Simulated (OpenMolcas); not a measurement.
# One shape, several levels: CH4ClGa (SMILES [CH3][GaH][Cl])

We compute a comparison of 6 runs (HF/3-21G, BLYP/def2-SVP, M06-2X/def2-SVP, M06-L/def2-SVP, r2SCAN/def2-SVP, MP2/def2-SVP) of CH4ClGa. 

The results are computed with OpenMolcas 26.06.

## (1) The structure to begin with

CH4ClGa: 7 atoms, total charge 0, spin state singlet. As SMILES, `[CH3][GaH][Cl]`. The shape is that of a PBE0-D4/def2-TZVP optimisation.

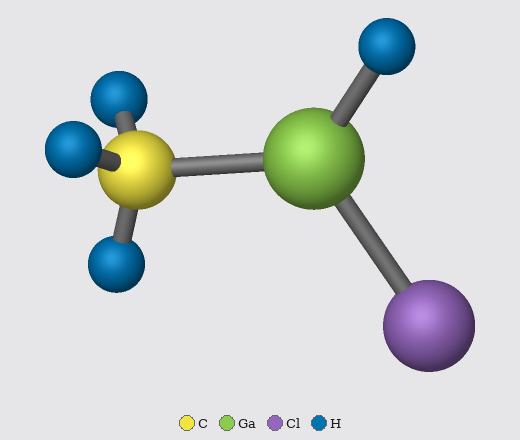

Viewed from a chosen angle; carbon yellow, gallium green, chlorine purple, hydrogen blue.

## (2) Energy and gradient at HF/3-21G (run 1)

input.xyz

```xyz
7

C     -0.730500     0.588300    -0.200700
Ga     0.846300    -0.538100     0.035700
Cl     0.865000    -1.794800     1.792800
H     -0.435900     1.637200    -0.283800
H     -1.418300     0.473600     0.636300
H     -1.245900     0.318700    -1.126000
H      2.119300    -0.684800    -0.854300
```

job.input

```
&GATEWAY
 BASLIB=$CurrDir
 COORD=input.xyz
 BASIS=3-21G
 GROUP=NoSym

&SEWARD

&SCF
 THRESHOLDS=1e-10 1e-07 1e-07 1e-05
 PRORBITALS=1

&ALASKA
```

The basis set 3-21G is read from a file made from the Basis Set Exchange's data (not shown).

On the command line:

```console
$ export MOLCAS_MEM=1860
$ pymolcas job.input > job.log
```

Log:

```text
--- Start Module: gateway ---
[...]
--- Stop Module: gateway /rc=_RC_ALL_IS_WELL_ ---
[...]
      Basis functions           52
[...]
--- Start Module: scf ---
[...]
       Convergence after  11 Iterations
[...]
::    Total SCF energy                              -2411.1819683114
[...]
      Total spin, S                                     0.0000000000
[...]
      Total electronic charge=   58.000000
      Total            charge=   -0.000000
[...]
      Dipole Moment (debye):
      Origin of the operator (angstrom)=    0.6573   -0.7591    0.5095
                   X= -6.0542E-01               Y=  2.3360E+00               Z= -2.7806E+00           Total=  3.6817E+00
      Quadrupole Moment (debye*angstrom):
[...]
--- Stop Module: scf /rc=_RC_ALL_IS_WELL_ ---
[...]
--- Start Module: alaska ---
[...]
 *              Molecular gradients               *
 **************************************************
  Irreducible representation: a
 ------------------------------------------------------------------------------------------
                              X                       Y                       Z
 ------------------------------------------------------------------------------------------
  C1               -6.04727563480623E-04   -6.79659804438515E-04    1.86294785924934E-03
  GA2               1.10073514651710E-03   -1.54940246951405E-02    2.06930722836560E-02
  CL3              -4.33347367858161E-04    1.70770122610371E-02   -2.36851502787268E-02
  H4                3.32782658914516E-03    3.78381786199355E-03   -8.59840029611703E-04
  H5               -1.74861224099843E-03   -2.07692852157042E-03    4.78716342249985E-03
  H6               -2.08030705997508E-04   -2.21249395531564E-03   -4.59611848403618E-03
  H7               -1.43384385736933E-03   -3.97723146489226E-04    1.79792522699973E-03
 ------------------------------------------------------------------------------------------
--- Stop Module: alaska /rc=_RC_ALL_IS_WELL_ ---
[...]
```

It took 4.5 s on 1 thread of Arm Neoverse N1, shared host; peak memory 0.38 GiB.

## (3) Energy and gradient at BLYP/def2-SVP (run 2)

mol.xyz

```xyz
7

C     -0.730500     0.588300    -0.200700
Ga     0.846300    -0.538100     0.035700
Cl     0.865000    -1.794800     1.792800
H     -0.435900     1.637200    -0.283800
H     -1.418300     0.473600     0.636300
H     -1.245900     0.318700    -1.126000
H      2.119300    -0.684800    -0.854300
```

run.input

```
* CH4ClGa Kohn-Sham DFT
>>> EXPORT MOLCAS_PRINT=2

&GATEWAY
 BasLib = $CurrDir
 Coord = mol.xyz
 Basis = def2-SVP
 Group = NoSym

&SEWARD
 GridInput
 Grid=UltraFine
 End of Grid

&SCF
 KSDFT = BLYP
 Thresholds = 1e-10 1e-07 1e-07 1e-05
 PrOrbitals = 1

&ALASKA
```

The basis set def2-SVP is read from a file made from the Basis Set Exchange's data (not shown).

On the command line:

```console
$ export MOLCAS_MEM=1860
$ pymolcas run.input > run.log
```

Log:

```text
--- Start Module: gateway ---
[...]
--- Stop Module: gateway /rc=_RC_ALL_IS_WELL_ ---
[...]
      Basis functions           84
[...]
--- Start Module: scf ---
[...]
       Convergence after  16 Iterations
[...]
::    Total KS-DFT energy                           -2425.2244379421
[...]
      Total spin, S                                     0.0000000000
[...]
      Total electronic charge=   58.000000
      Total            charge=   -0.000000
[...]
      Dipole Moment (debye):
      Origin of the operator (angstrom)=    0.6573   -0.7591    0.5095
                   X= -7.3580E-01               Y=  1.4877E+00               Z= -1.4741E+00           Total=  2.2199E+00
      Quadrupole Moment (debye*angstrom):
[...]
--- Stop Module: scf /rc=_RC_ALL_IS_WELL_ ---
[...]
--- Start Module: alaska ---
[...]
 *              Molecular gradients               *
 **************************************************
  Irreducible representation: a
 ------------------------------------------------------------------------------------------
                              X                       Y                       Z
 ------------------------------------------------------------------------------------------
  C1               -1.24308786036487E-03    7.58455487392951E-04   -1.84922939850285E-04
  GA2              -3.21753170317507E-03   -1.52534455537712E-03    4.94181601093402E-03
  CL3              -4.14812375899354E-04    6.91671720066722E-03   -9.40087473815865E-03
  H4               -3.06583260477278E-03   -1.03563195864202E-02    8.18263929198593E-04
  H5                6.98805871074715E-03    1.07088945945809E-03   -8.35308059193096E-03
  H6                4.97746106322605E-03    2.79386341927834E-03    9.19582587870860E-03
  H7               -4.02425522972916E-03    3.41738574967776E-04    2.98297245117940E-03
 ------------------------------------------------------------------------------------------
--- Stop Module: alaska /rc=_RC_ALL_IS_WELL_ ---
[...]
```

Wall time 45 s (1 thread of Arm Neoverse N1, shared host); peak memory 0.46 GiB.

Runs 3 to 4 aren't shown in full; the table further down has their settings and results.

## (4) Energy and gradient at r2SCAN/def2-SVP (run 5)

calc.input

```
* CH4ClGa Kohn-Sham DFT
>>> EXPORT MOLCAS_PRINT=2

&GATEWAY
  BasLib = $CurrDir
  Coord
  7
  bohr
  C     -1.38044493     1.11172588    -0.37926803
  Ga     1.59927522    -1.01686163     0.06746322
  Cl     1.63461310    -3.39168045     3.38790100
  H     -0.82373162     3.09385961    -0.53630427
  H     -2.68019856     0.89497429     1.20243273
  H     -2.35440978     0.60225572    -2.12783162
  H      4.00489658    -1.29408445    -1.61439303
  Basis = def2-SVP
  Group = NoSym

&SEWARD
  GridInput
  Grid=UltraFine
  End of Grid

&SCF
  KSDFT = 2
  1.0 MGGA_X_R2SCAN
  1.0 MGGA_C_R2SCAN
  Thresholds = 1e-10 1e-07 1e-07 1e-05
  PrOrbitals = 1

&ALASKA
```

The basis set def2-SVP is read from a file made from the Basis Set Exchange's data (not shown).

On the command line:

```console
$ export MOLCAS_MEM=1860
$ pymolcas calc.input > calc.log
```

Log:

```text
--- Start Module: gateway ---
[...]
--- Stop Module: gateway /rc=_RC_ALL_IS_WELL_ ---
[...]
      Basis functions           84
[...]
--- Start Module: scf ---
[...]
       Convergence after  14 Iterations
[...]
::    Total KS-DFT energy                           -2425.1361146686
[...]
      Total spin, S                                     0.0000000000
[...]
      Total electronic charge=   58.000000
      Total            charge=   -0.000000
[...]
      Dipole Moment (debye):
      Origin of the operator (angstrom)=    0.6573   -0.7591    0.5095
                   X= -7.1379E-01               Y=  1.6371E+00               Z= -1.7044E+00           Total=  2.4688E+00
      Quadrupole Moment (debye*angstrom):
[...]
--- Stop Module: scf /rc=_RC_ALL_IS_WELL_ ---
[...]
--- Start Module: alaska ---
[...]
 *              Molecular gradients               *
 **************************************************
  Irreducible representation: a
 ------------------------------------------------------------------------------------------
                              X                       Y                       Z
 ------------------------------------------------------------------------------------------
  C1               -5.73751547108259E-03    4.05275609750078E-03   -9.39275838456322E-04
  GA2              -2.89954588318153E-04   -1.34673506240546E-03    2.19109284720531E-03
  CL3               1.93906803285238E-05    1.09046318779349E-03   -1.55386431845983E-03
  H4               -1.68263131120361E-03   -5.84039155123506E-03    5.15287055856350E-04
  H5                4.18810030214711E-03    6.24190273566125E-04   -4.94668297670753E-03
  H6                2.81113771242580E-03    1.52008134302772E-03    5.18749635561999E-03
  H7                6.91472675665494E-04   -1.00364288266430E-04   -4.54053124930631E-04
 ------------------------------------------------------------------------------------------
--- Stop Module: alaska /rc=_RC_ALL_IS_WELL_ ---
[...]
```

Run time: 54 s. Hardware: 1 thread of Arm Neoverse N1, shared host; peak memory 0.46 GiB.

## (5) The energy at MP2/def2-SVP (run 6)

coord.xyz

```xyz
7

C     -0.730500     0.588300    -0.200700
Ga     0.846300    -0.538100     0.035700
Cl     0.865000    -1.794800     1.792800
H     -0.435900     1.637200    -0.283800
H     -1.418300     0.473600     0.636300
H     -1.245900     0.318700    -1.126000
H      2.119300    -0.684800    -0.854300
```

mol.inp

```
&GATEWAY
BasLib
$CurrDir
Coord
coord.xyz
Basis
def2-SVP
Group
NoSym
&SEWARD
&SCF
Thresholds
1e-10 1e-07 1e-07 1e-05
PrOrbitals
0
&MBPT2
Frozen
15
```

The basis set def2-SVP is read from a file made from the Basis Set Exchange's data (not shown).

On the command line:

```console
$ export MOLCAS_MEM=1860
$ pymolcas mol.inp > mol.log
```

Log:

```text
--- Start Module: gateway ---
[...]
--- Stop Module: gateway /rc=_RC_ALL_IS_WELL_ ---
[...]
      Basis functions           84
[...]
--- Start Module: scf ---
[...]
       Convergence after  14 Iterations
[...]
::    Total SCF energy                              -2422.5826189003
[...]
      Total spin, S                                     0.0000000000
[...]
      Total electronic charge=   58.000000
      Total            charge=   -0.000000
[...]
      Dipole Moment (debye):
      Origin of the operator (angstrom)=    0.6573   -0.7591    0.5095
                   X= -6.0723E-01               Y=  1.7163E+00               Z= -1.9032E+00           Total=  2.6337E+00
      Quadrupole Moment (debye*angstrom):
[...]
--- Stop Module: scf /rc=_RC_ALL_IS_WELL_ ---
[...]
--- Start Module: mbpt2 ---
[...]
WARNING!
Default frozen orbitals as non valence orbitals is overwritten by user input.
Default values:  20
[...]
       Reference weight ( Cref**2 )         =        0.86653
::    Total MBPT2 energy                            -2423.0744552719
[...]
      Total MBPT2 calculations                           0.36      0.41
--- Stop Module: mbpt2 /rc=_RC_ALL_IS_WELL_ ---
[...]
```

Wall time 9.3 s (1 thread of Arm Neoverse N1, shared host); peak memory 0.46 GiB.

## (6) Overview of the runs

| run | level | integration grid | task | energy (Eh) | dipole moment (D) of the reference | HOMO energy (eV) | LUMO energy (eV) | wall time |
| --- | --- | --- | --- | --- | --- | --- | --- | --- |
| 1 | HF/3-21G | – | gradient | -2411.181968 | 3.68 | -11.16 | 1.30 | 4.5 s |
| 2 | BLYP/def2-SVP | UltraFine | gradient | -2425.224438 | 2.22 | -6.46 | -1.92 | 45 s |
| 3 | M06-2X/def2-SVP | UltraFine | gradient | -2425.158492 | 2.47 | -9.24 | -0.68 | 51 s |
| 4 | M06-L/def2-SVP | UltraFine | gradient | -2425.145413 | 2.58 | -6.95 | -1.64 | 53 s |
| 5 | r2SCAN/def2-SVP | UltraFine | gradient | -2425.136115 | 2.47 | -7.02 | -1.76 | 54 s |
| 6 | MP2/def2-SVP | – | energy | -2423.074455 | 2.63 | -11.09 | 1.60 | 9.3 s |

## (7) Results

| quantity | value |
| --- | --- |
| run 6: total energy | -2423.07446 Eh |
| run 6: dipole moment (mean-field density) | 2.63 D |
| run 6: HOMO energy (Hartree–Fock orbitals) | -11.09 eV |
| run 6: LUMO energy (Hartree–Fock orbitals) | 1.60 eV |
| run 6: HOMO–LUMO gap (Hartree–Fock orbitals) | 12.70 eV |
| run 6: correlation energy (15 core orbitals frozen) | -491.8 mEh |

What this shows: Over runs 1, 2, 3, 4, 5 the dipole moment (its size) runs from 2.22 D (BLYP/def2-SVP) to 3.68 D (HF/3-21G). The two ends differ in method and basis. Over runs 1, 2, 3, 4, 5 the HOMO–LUMO gap runs from 4.55 eV (BLYP/def2-SVP) to 12.46 eV (HF/3-21G). Totals of different functionals can't be ranked against each other. All runs together took 3.6 min, the longest 54 s.
